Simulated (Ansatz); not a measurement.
# Al9P10 wurtzite ring sphere (Al9P10H26+): single points with varied inputs

How do the results and run time of Al9P10 wurtzite ring sphere (Al9P10H26+) respond when the settings are drawn wide?

Method: the settings change from run to run; program: Ansatz 0.2.0, Gaussian basis.

## Step 1: The relaxed structure

The geometry comes from an earlier relaxation with PBE-D4/def2-SVP; it is a stationary point, not always the lowest conformer.

45 atoms, charge 1, spin multiplicity 1.

Atoms are counted from 1 here; the program's logs count them from 0.

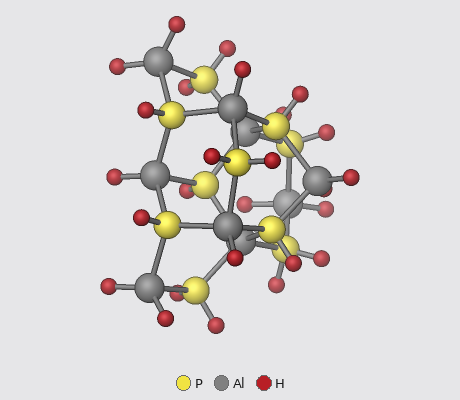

The structure; phosphorus yellow, aluminium grey, hydrogen red.

## Step 2: r2SCAN0/cc-pVDZ

This run has coordinates scaled by 0.92, density fitting with def2-universal-jkfit.

The input, in.yaml:

```yaml
crystal:
  periodic: [false, false, false]
  atoms:
    - {symbol: P, position_ang: [0.513060, -3.717378, -0.189001]}
    - {symbol: Al, position_ang: [0.647231, -3.935711, 2.093941]}
    - {symbol: P, position_ang: [0.633541, -1.642941, -3.241192]}
    - {symbol: Al, position_ang: [-1.047943, -0.605297, -4.329059]}
    - {symbol: Al, position_ang: [0.661550, -1.696737, -1.030819]}
    - {symbol: P, position_ang: [-1.080272, -0.622255, -0.258781]}
    - {symbol: P, position_ang: [0.615365, -1.735694, 2.548503]}
    - {symbol: Al, position_ang: [-1.257913, -0.724913, 1.983816]}
    - {symbol: P, position_ang: [-1.102704, 1.370392, -3.242211]}
    - {symbol: Al, position_ang: [-1.136536, 1.422993, -1.032018]}
    - {symbol: P, position_ang: [-2.957603, 2.311396, -0.190691]}
    - {symbol: P, position_ang: [-1.194648, 1.402864, 2.547883]}
    - {symbol: Al, position_ang: [-3.087328, 2.524830, 2.093136]}
    - {symbol: P, position_ang: [2.357800, -0.610810, -0.233674]}
    - {symbol: Al, position_ang: [2.512762, -0.796439, 1.974281]}
    - {symbol: Al, position_ang: [2.270291, 1.307679, -1.388444]}
    - {symbol: P, position_ang: [0.653554, 2.345654, -0.234775]}
    - {symbol: P, position_ang: [2.295217, 1.324889, 2.622679]}
    - {symbol: Al, position_ang: [0.568310, 2.574891, 1.972962]}
    - {symbol: H, position_ang: [-0.580436, -4.247391, -0.692971]}
    - {symbol: H, position_ang: [1.408128, -4.459450, -0.803867]}
    - {symbol: H, position_ang: [-0.620507, -4.554680, 2.497961]}
    - {symbol: H, position_ang: [2.012773, -4.438237, 2.300102]}
    - {symbol: H, position_ang: [0.576813, -2.901605, -3.627577]}
    - {symbol: H, position_ang: [1.839266, -1.343099, -3.666047]}
    - {symbol: H, position_ang: [-2.227505, -1.284949, -3.762127]}
    - {symbol: H, position_ang: [-0.697137, -0.403016, -5.735074]}
    - {symbol: H, position_ang: [-2.130786, -1.228181, -0.774361]}
    - {symbol: H, position_ang: [0.615095, -1.691837, 3.867266]}
    - {symbol: H, position_ang: [-2.484010, -1.432649, 2.358463]}
    - {symbol: H, position_ang: [-2.219870, 1.952459, -3.629296]}
    - {symbol: H, position_ang: [-0.238427, 2.262935, -3.667150]}
    - {symbol: H, position_ang: [-3.967020, 1.640219, -0.701758]}
    - {symbol: H, position_ang: [-3.141498, 3.462434, -0.799978]}
    - {symbol: H, position_ang: [-1.157062, 1.381339, 3.866676]}
    - {symbol: H, position_ang: [-4.254639, 1.726991, 2.486827]}
    - {symbol: H, position_ang: [-2.848934, 3.958823, 2.309063]}
    - {symbol: H, position_ang: [3.392859, -1.265984, -0.720500]}
    - {symbol: H, position_ang: [3.754500, -1.423925, 2.425168]}
    - {symbol: H, position_ang: [1.566393, 0.902343, -2.641917]}
    - {symbol: H, position_ang: [3.539716, 2.039654, -1.371685]}
    - {symbol: H, position_ang: [0.606058, 3.569593, -0.721968]}
    - {symbol: H, position_ang: [2.330654, 1.345192, 3.938412]}
    - {symbol: H, position_ang: [3.415800, 1.971169, 2.377220]}
    - {symbol: H, position_ang: [0.646060, 3.964430, 2.422572]}
basis:
  gaussian: {orbitals: cc-pVDZ, fitting: {mean_field: def2-universal-jkfit}}
total_charge: 1
hamiltonian: {xc: {name: r2SCAN0}}
scf: {omitted_lower_state_checks: [starts]}
```

Launch:

```sh
ansatz run in.yaml --threads 2 --pin off --events-out ev --progress --plain --max-ram 32768MiB --backend cuda --devices 0, --max-vram 18GiB
```

The log of the run:

```text
Functional definition: r2SCAN0
  name "r2SCAN0"
  cite "Bursch, Neugebauer, Ehlert & Grimme, J. Chem. Phys. 156, 134105 (2022) doi:10.1063/5.0086040"
  cite "Furness, Kaplan, Ning, Perdew & Sun, J. Phys. Chem. Lett. 11, 8208 (2020) doi:10.1021/acs.jpclett.0c02405"
  cite "Furness, Kaplan, Ning, Perdew & Sun, J. Phys. Chem. Lett. 11, 9248 (2020) doi:10.1021/acs.jpclett.0c03077"
  parent r2scan
  parameter a = 0.25
  parameter k0 = 0.174
  parameter k1 = 0.065
  parameter a1 = 4.9479
  exchange = (1 - a)*r2scan_x(k0 = k0, k1 = k1, a1 = a1) + a*exact_x
  correlation = r2scan_c
these checks for a lower state are left out or cut short: starts
2900 factors; integrals over basis functions are off by at most 3.0e-1 eV
mean field evaluation 1: about -152662.8947 eV, gradient 3.7e1 eV
mean field evaluation 2: about -152663.3327 eV, gradient 3.7e1 eV
mean field evaluation 4: about -152667.5790 eV, gradient 2.1e0 eV
mean field evaluation 8: about -152667.5990 eV, gradient 1.4e-1 eV
mean field evaluation 16: about -152667.5990 eV, gradient 6.4e-5 eV
mean field -152667.59902801 eV, -5610.4307824642 hartree, gradient 6.4e-5 eV, S^2 0.000000; 0 other end points of the search recorded, 0 dependent functions left out
reference -152667.59905433 eV, -5610.4307834313 hartree; 146, 146 occupied and 326, 326 virtual orbitals, 2900 factors
Total energy: -152667.59905433 eV, -5610.4307834313 hartree
Checks for a lower state left out: starts
```

Run time: 5.5 s. Hardware: 1 × H100 (card shared with other runs) with 2 threads of AMD EPYC 7R13, shared host.

## Step 3: SVWN5/def2-mTZVP

Set apart from the defaults: atoms shaken by 0.08 Å, density fitting with def2-universal-jkfit, high accuracy.

The input, in.yaml:

```yaml
crystal:
  periodic: [false, false, false]
  atoms:
    - {symbol: P, position_ang: [0.578217, -4.042302, -0.084906]}
    - {symbol: Al, position_ang: [0.653085, -4.354525, 2.277375]}
    - {symbol: P, position_ang: [0.730449, -1.781557, -3.473887]}
    - {symbol: Al, position_ang: [-1.156683, -0.641450, -4.743612]}
    - {symbol: Al, position_ang: [0.661864, -1.812455, -1.090390]}
    - {symbol: P, position_ang: [-1.323919, -0.662994, -0.295241]}
    - {symbol: P, position_ang: [0.723374, -1.954215, 2.874106]}
    - {symbol: Al, position_ang: [-1.333442, -0.847394, 2.184127]}
    - {symbol: P, position_ang: [-1.222066, 1.370061, -3.574798]}
    - {symbol: Al, position_ang: [-1.264442, 1.606351, -1.048132]}
    - {symbol: P, position_ang: [-3.289514, 2.485080, -0.302173]}
    - {symbol: P, position_ang: [-1.242106, 1.480869, 2.748692]}
    - {symbol: Al, position_ang: [-3.450913, 2.813142, 2.332249]}
    - {symbol: P, position_ang: [2.443371, -0.559462, -0.239333]}
    - {symbol: Al, position_ang: [2.717282, -0.933278, 2.194121]}
    - {symbol: Al, position_ang: [2.495827, 1.499534, -1.563852]}
    - {symbol: P, position_ang: [0.719371, 2.406761, -0.244043]}
    - {symbol: P, position_ang: [2.425228, 1.362833, 2.845535]}
    - {symbol: Al, position_ang: [0.663447, 2.647998, 2.276320]}
    - {symbol: H, position_ang: [-0.605647, -4.697536, -0.685220]}
    - {symbol: H, position_ang: [1.619309, -4.730532, -0.926737]}
    - {symbol: H, position_ang: [-0.750337, -4.946966, 2.616149]}
    - {symbol: H, position_ang: [2.198572, -4.826930, 2.598256]}
    - {symbol: H, position_ang: [0.692090, -3.100565, -3.960455]}
    - {symbol: H, position_ang: [1.867530, -1.477510, -3.946258]}
    - {symbol: H, position_ang: [-2.307693, -1.398811, -3.930192]}
    - {symbol: H, position_ang: [-0.771758, -0.397547, -6.172592]}
    - {symbol: H, position_ang: [-2.235687, -1.251206, -0.838854]}
    - {symbol: H, position_ang: [0.685363, -1.941650, 4.063510]}
    - {symbol: H, position_ang: [-2.791019, -1.664869, 2.646569]}
    - {symbol: H, position_ang: [-2.359362, 2.167134, -3.883788]}
    - {symbol: H, position_ang: [-0.201965, 2.402580, -3.999250]}
    - {symbol: H, position_ang: [-4.280447, 1.786921, -0.988765]}
    - {symbol: H, position_ang: [-3.320901, 3.964357, -0.833998]}
    - {symbol: H, position_ang: [-1.237544, 1.449024, 4.287912]}
    - {symbol: H, position_ang: [-4.518497, 1.966570, 2.777234]}
    - {symbol: H, position_ang: [-3.133717, 4.072025, 2.584365]}
    - {symbol: H, position_ang: [3.679488, -1.428580, -0.926151]}
    - {symbol: H, position_ang: [4.080410, -1.563300, 2.658434]}
    - {symbol: H, position_ang: [1.685495, 0.961376, -2.916190]}
    - {symbol: H, position_ang: [3.885363, 2.102243, -1.464606]}
    - {symbol: H, position_ang: [0.632125, 3.997965, -0.680466]}
    - {symbol: H, position_ang: [2.558236, 1.377456, 4.307989]}
    - {symbol: H, position_ang: [3.756201, 2.219701, 2.695887]}
    - {symbol: H, position_ang: [0.641538, 4.373180, 2.506010]}
basis:
  gaussian: {orbitals: def2-mTZVP, fitting: {mean_field: def2-universal-jkfit}}
total_charge: 1
hamiltonian: {xc: {name: SVWN5}}
accuracy: high
scf: {omitted_lower_state_checks: [starts]}
```

The command is unchanged.

The log of the run:

```text
Functional definition: SVWN5
  name "SVWN5"
  cite "Dirac, Proc. Camb. Phil. Soc. 26, 376 (1930) doi:10.1017/S0305004100016108"
  cite "Slater, Phys. Rev. 81, 385 (1951) doi:10.1103/PhysRev.81.385"
  cite "Vosko, Wilk & Nusair, Can. J. Phys. 58, 1200 (1980) doi:10.1139/p80-159"
  exchange = slater_x
  correlation = vwn5_c
these checks for a lower state are left out or cut short: starts
2900 factors; integrals over basis functions are off by at most 6.9e-1 eV
mean field evaluation 1: about -152070.6928 eV, gradient 6.2e1 eV
mean field evaluation 2: about -152055.5611 eV, gradient 9.4e1 eV
mean field evaluation 4: about -152084.1509 eV, gradient 9.3e0 eV
mean field evaluation 8: about -152084.4291 eV, gradient 8.7e-1 eV
mean field evaluation 16: about -152084.4318 eV, gradient 3.4e-4 eV
mean field -152084.43181868 eV, -5588.9997828060 hartree, gradient 5.1e-8 eV, S^2 0.000000; 0 other end points of the search recorded, 0 dependent functions left out
reference -152084.43182852 eV, -5588.9997831676 hartree; 146, 146 occupied and 350, 350 virtual orbitals, 2900 factors
Total energy: -152084.43182852 eV, -5588.9997831676 hartree
Checks for a lower state left out: starts
```

It took 5.5 s on 1 × H100 (card shared with other runs) with 2 threads of AMD EPYC 7R13, shared host.

## Step 4: B2PLYP/cc-pVDZ

Options: coordinates scaled by 1.12, density fitting with def2-universal-jkfit, finite nuclei.

The input, in.yaml:

```yaml
crystal:
  periodic: [false, false, false]
  atoms:
    - {symbol: P, position_ang: [0.624595, -4.525503, -0.230088]}
    - {symbol: Al, position_ang: [0.787933, -4.791300, 2.549146]}
    - {symbol: P, position_ang: [0.771268, -2.000102, -3.945799]}
    - {symbol: Al, position_ang: [-1.275756, -0.736883, -5.270159]}
    - {symbol: Al, position_ang: [0.805366, -2.065593, -1.254910]}
    - {symbol: P, position_ang: [-1.315114, -0.757528, -0.315037]}
    - {symbol: P, position_ang: [0.749140, -2.113018, 3.102525]}
    - {symbol: Al, position_ang: [-1.531372, -0.882502, 2.415080]}
    - {symbol: P, position_ang: [-1.342422, 1.668303, -3.947039]}
    - {symbol: Al, position_ang: [-1.383609, 1.732339, -1.256370]}
    - {symbol: P, position_ang: [-3.600560, 2.813874, -0.232145]}
    - {symbol: P, position_ang: [-1.454354, 1.707834, 3.101770]}
    - {symbol: Al, position_ang: [-3.758486, 3.073706, 2.548166]}
    - {symbol: P, position_ang: [2.870365, -0.743595, -0.284473]}
    - {symbol: Al, position_ang: [3.059014, -0.969578, 2.403473]}
    - {symbol: Al, position_ang: [2.763832, 1.591958, -1.690280]}
    - {symbol: P, position_ang: [0.795630, 2.855578, -0.285813]}
    - {symbol: P, position_ang: [2.794177, 1.612908, 3.192827]}
    - {symbol: Al, position_ang: [0.691856, 3.134650, 2.401866]}
    - {symbol: H, position_ang: [-0.706617, -5.170737, -0.843617]}
    - {symbol: H, position_ang: [1.714242, -5.428896, -0.978621]}
    - {symbol: H, position_ang: [-0.755400, -5.544828, 3.040996]}
    - {symbol: H, position_ang: [2.450333, -5.403072, 2.800124]}
    - {symbol: H, position_ang: [0.702207, -3.532389, -4.416181]}
    - {symbol: H, position_ang: [2.239106, -1.635076, -4.463014]}
    - {symbol: H, position_ang: [-2.711745, -1.564286, -4.579981]}
    - {symbol: H, position_ang: [-0.848688, -0.490628, -6.981829]}
    - {symbol: H, position_ang: [-2.594000, -1.495177, -0.942700]}
    - {symbol: H, position_ang: [0.748811, -2.059628, 4.707975]}
    - {symbol: H, position_ang: [-3.024012, -1.744094, 2.871173]}
    - {symbol: H, position_ang: [-2.702450, 2.376907, -4.418274]}
    - {symbol: H, position_ang: [-0.290259, 2.754877, -4.464356]}
    - {symbol: H, position_ang: [-4.829416, 1.996789, -0.854314]}
    - {symbol: H, position_ang: [-3.824432, 4.215137, -0.973886]}
    - {symbol: H, position_ang: [-1.408597, 1.681630, 4.707258]}
    - {symbol: H, position_ang: [-5.179560, 2.102423, 3.027442]}
    - {symbol: H, position_ang: [-3.468267, 4.819436, 2.811033]}
    - {symbol: H, position_ang: [4.130437, -1.541198, -0.877131]}
    - {symbol: H, position_ang: [4.570696, -1.733474, 2.952378]}
    - {symbol: H, position_ang: [1.906913, 1.098504, -3.216246]}
    - {symbol: H, position_ang: [4.309219, 2.483058, -1.669877]}
    - {symbol: H, position_ang: [0.737809, 4.345591, -0.878918]}
    - {symbol: H, position_ang: [2.837318, 1.637625, 4.794588]}
    - {symbol: H, position_ang: [4.158366, 2.399684, 2.894007]}
    - {symbol: H, position_ang: [0.786508, 4.826263, 2.949218]}
basis:
  gaussian: {orbitals: cc-pVDZ, fitting: {mean_field: def2-universal-jkfit}, nuclear_model: gaussian}
total_charge: 1
hamiltonian: {xc: {name: B2PLYP}}
output: {forces: true}
```

The command is unchanged.

The log of the run, shortened:

```text
Functional definition: B2PLYP
  name "B2PLYP"
  cite "Grimme, J. Chem. Phys. 124, 034108 (2006) doi:10.1063/1.2148954"
  cite "Becke, Phys. Rev. A 38, 3098 (1988) doi:10.1103/PhysRevA.38.3098"
  cite "Lee, Yang & Parr, Phys. Rev. B 37, 785 (1988) doi:10.1103/PhysRevB.37.785"
[...]
2900 factors; integrals over basis functions are off by at most 4.1e-1 eV
[...]
mean field -152594.05972450 eV, -5607.7282629068 hartree, gradient 5.2e-6 eV, S^2 0.000000; 0 other end points of the search recorded, 0 dependent functions left out
95 core orbitals not correlated: weight in the atoms' cores, before any rotation towards them, 1.000 or more for the frozen orbitals, at most 0.000 for the correlated occupied ones
reference -152594.06018048 eV, -5607.7282796636 hartree; 51, 51 occupied and 326, 326 virtual orbitals, 2900 factors
second order -65.26211956 eV of doubles, -0.00000000 eV of singles
[...]
Atom 35 at    -5.179560     2.102423     3.027442 Å, force     1.580446     1.044014    -0.560197 eV/Å
Atom 36 at    -3.468267     4.819436     2.811033 Å, force    -0.297117    -1.921692    -0.320643 eV/Å
Atom 37 at     4.130437    -1.541198    -0.877131 Å, force    -2.010276     1.224582     0.940549 eV/Å
Atom 38 at     4.570696    -1.733474     2.952378 Å, force    -1.646186     0.847451    -0.592509 eV/Å
Atom 39 at     1.906913     1.098504    -3.216246 Å, force     0.833816     0.479455     1.571427 eV/Å
Atom 40 at     4.309219     2.483058    -1.669877 Å, force    -1.688012    -0.973520     0.039272 eV/Å
Atom 41 at     0.737809     4.345591    -0.878918 Å, force     0.050799    -2.353094     0.940896 eV/Å
Atom 42 at     2.837318     1.637625     4.794588 Å, force    -0.027175    -0.014871    -2.612048 eV/Å
Atom 43 at     4.158366     2.399684     2.894007 Å, force    -2.215310    -1.277547     0.537159 eV/Å
Atom 44 at     0.786508     4.826263     2.949218 Å, force    -0.089782    -1.849993    -0.590663 eV/Å
Dipole moment:     0.012226     0.008152    -0.731676 e Å
```

It took 15 s on 1 × H100 (card shared with other runs) with 2 threads of AMD EPYC 7R13, shared host; peak host memory 5 GiB.

Largest force 2.635 eV/Å.

## Step 5: B3LYP/6-31++G**

Options: unrestricted orbitals, density fitting with def2-universal-jkfit, D3(BJ) dispersion.

The input, in.yaml:

```yaml
crystal:
  periodic: [false, false, false]
  atoms:
    - {symbol: P, position_ang: [0.557674, -4.040628, -0.205436]}
    - {symbol: Al, position_ang: [0.703512, -4.277947, 2.276023]}
    - {symbol: P, position_ang: [0.688632, -1.785805, -3.523035]}
    - {symbol: Al, position_ang: [-1.139068, -0.657932, -4.705499]}
    - {symbol: Al, position_ang: [0.719077, -1.844280, -1.120456]}
    - {symbol: P, position_ang: [-1.174209, -0.676364, -0.281283]}
    - {symbol: P, position_ang: [0.668875, -1.886624, 2.770112]}
    - {symbol: Al, position_ang: [-1.367297, -0.787949, 2.156321]}
    - {symbol: P, position_ang: [-1.198591, 1.489557, -3.524142]}
    - {symbol: Al, position_ang: [-1.235365, 1.546732, -1.121759]}
    - {symbol: P, position_ang: [-3.214786, 2.512387, -0.207273]}
    - {symbol: P, position_ang: [-1.298530, 1.524852, 2.769438]}
    - {symbol: Al, position_ang: [-3.355791, 2.744381, 2.275148]}
    - {symbol: P, position_ang: [2.562826, -0.663924, -0.253994]}
    - {symbol: Al, position_ang: [2.731263, -0.865695, 2.145958]}
    - {symbol: Al, position_ang: [2.467708, 1.421391, -1.509179]}
    - {symbol: P, position_ang: [0.710384, 2.549624, -0.255190]}
    - {symbol: P, position_ang: [2.494801, 1.440097, 2.850738]}
    - {symbol: Al, position_ang: [0.617728, 2.798795, 2.144523]}
    - {symbol: H, position_ang: [-0.630908, -4.616730, -0.753229]}
    - {symbol: H, position_ang: [1.530573, -4.847228, -0.873769]}
    - {symbol: H, position_ang: [-0.674464, -4.950739, 2.715175]}
    - {symbol: H, position_ang: [2.187797, -4.824171, 2.500111]}
    - {symbol: H, position_ang: [0.626970, -3.153919, -3.943018]}
    - {symbol: H, position_ang: [1.999202, -1.459890, -3.984834]}
    - {symbol: H, position_ang: [-2.421201, -1.396684, -4.089269]}
    - {symbol: H, position_ang: [-0.757757, -0.438061, -6.233776]}
    - {symbol: H, position_ang: [-2.316071, -1.334979, -0.841696]}
    - {symbol: H, position_ang: [0.668581, -1.838954, 4.203550]}
    - {symbol: H, position_ang: [-2.700011, -1.557227, 2.563547]}
    - {symbol: H, position_ang: [-2.412902, 2.122238, -3.944887]}
    - {symbol: H, position_ang: [-0.259160, 2.459712, -3.986032]}
    - {symbol: H, position_ang: [-4.311979, 1.782847, -0.762780]}
    - {symbol: H, position_ang: [-3.414672, 3.763515, -0.869541]}
    - {symbol: H, position_ang: [-1.257676, 1.501456, 4.202909]}
    - {symbol: H, position_ang: [-4.624607, 1.877164, 2.703073]}
    - {symbol: H, position_ang: [-3.096667, 4.303068, 2.509851]}
    - {symbol: H, position_ang: [3.687890, -1.376069, -0.783153]}
    - {symbol: H, position_ang: [4.080978, -1.547745, 2.636052]}
    - {symbol: H, position_ang: [1.702601, 0.980808, -2.871649]}
    - {symbol: H, position_ang: [3.847517, 2.217016, -1.490962]}
    - {symbol: H, position_ang: [0.658758, 3.879992, -0.784748]}
    - {symbol: H, position_ang: [2.533320, 1.462165, 4.280882]}
    - {symbol: H, position_ang: [3.712827, 2.142575, 2.583935]}
    - {symbol: H, position_ang: [0.702239, 4.309163, 2.633231]}
basis:
  gaussian: {orbitals: "6-31++G**", fitting: {mean_field: def2-universal-jkfit}}
total_charge: 1
magnetization: {spin_polarized: true, initial_magnetization: 0}
hamiltonian: {xc: {name: B3LYP}, dispersion: d3bj}
output: {forces: true}
```

The command is unchanged.

The log of the run, shortened:

```text
Functional definition: B3LYP
  name "B3LYP"
  cite "Stephens, Devlin, Chabalowski & Frisch, J. Phys. Chem. 98, 11623 (1994) doi:10.1021/j100096a001"
  cite "Becke, Phys. Rev. A 38, 3098 (1988) doi:10.1103/PhysRevA.38.3098"
  cite "Lee, Yang & Parr, Phys. Rev. B 37, 785 (1988) doi:10.1103/PhysRevB.37.785"
  cite "Vosko, Wilk & Nusair, Can. J. Phys. 58, 1200 (1980) doi:10.1139/p80-159"
[...]
2900 factors; integrals over basis functions are off by at most 3.5e-1 eV
[...]
mean field -152693.29907426 eV, -5611.3752417437 hartree, gradient 1.9e-5 eV, S^2 0.000000; 0 other end points of the search recorded, 0 dependent functions left out
[...]
reference -152693.29991034 eV, -5611.3752724690 hartree; 146, 146 occupied and 447, 447 virtual orbitals, 2900 factors
Total energy: -152698.80688859 eV, -5611.5776501871 hartree
[...]
Atom 35 at    -4.624607     1.877164     2.703073 Å, force     0.181632     0.146441    -0.055036 eV/Å
Atom 36 at    -3.096667     4.303068     2.509851 Å, force    -0.056385    -0.230091    -0.029367 eV/Å
Atom 37 at     3.687890    -1.376069    -0.783153 Å, force    -0.287744     0.184362     0.139195 eV/Å
Atom 38 at     4.080978    -1.547745     2.636052 Å, force    -0.203247     0.102225    -0.072772 eV/Å
Atom 39 at     1.702601     0.980808    -2.871649 Å, force     0.146513     0.083343     0.207168 eV/Å
Atom 40 at     3.847517     2.217016    -1.490962 Å, force    -0.195828    -0.113095    -0.011572 eV/Å
Atom 41 at     0.658758     3.879992    -0.784748 Å, force     0.015167    -0.341606     0.138751 eV/Å
Atom 42 at     2.533320     1.462165     4.280882 Å, force    -0.021283    -0.011717    -0.388114 eV/Å
Atom 43 at     3.712827     2.142575     2.583935 Å, force    -0.340700    -0.196449     0.054740 eV/Å
Atom 44 at     0.702239     4.309163     2.633231 Å, force    -0.013346    -0.227165    -0.072777 eV/Å
Dipole moment:     0.095904     0.056623    -0.842290 e Å
```

Run time: 13 s. Hardware: 1 × H100 (card shared with other runs) with 2 threads of AMD EPYC 7R13, shared host; peak host memory 2.2 GiB.

Largest force 0.554 eV/Å, ⟨S²⟩ 0.000.

## Step 6: All runs side by side

| level | charge | multiplicity | geometry | functions | energy (eV) | time |
| --- | --- | --- | --- | --- | --- | --- |
| r2SCAN0/cc-pVDZ | 1 | 1 | scaled | 472 | -152667.599 | 5.5 s |
| SVWN5/def2-mTZVP | 1 | 1 | shaken | 496 | -152084.432 | 5.5 s |
| B2PLYP/cc-pVDZ | 1 | 1 | scaled | 472 | -152611.681 | 15 s |
| B3LYP/6-31++G** | 1 | 1 | relaxed | 593 | -152698.807 | 13 s |

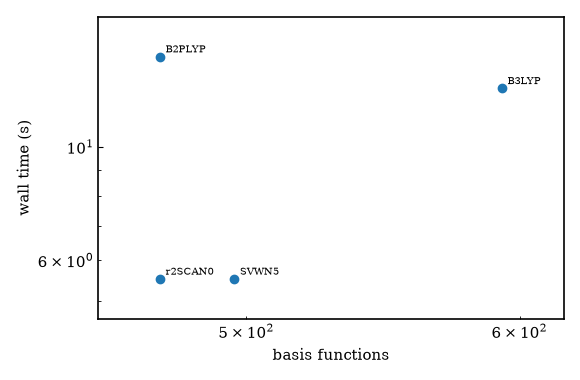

Wall time against the number of basis functions (shared host).

## Step 7: Results

```
quantity                   value
    runs                       4
quickest  r2SCAN0/cc-pVDZ, 5.5 s
 slowest    B2PLYP/cc-pVDZ, 15 s
```

What this shows: The runs differ in state or geometry as well as level, so their energies can't be set against each other. B2PLYP/cc-pVDZ took 3 times as long as r2SCAN0/cc-pVDZ. The jobs differ in tasks and options as well as level. At the PBE-D4/def2-SVP geometry and in the same state, the sound runs without point charges leave forces up to 0.55 eV/Å (B3LYP/6-31++G**), against 2.6 eV/Å where the atoms were moved.
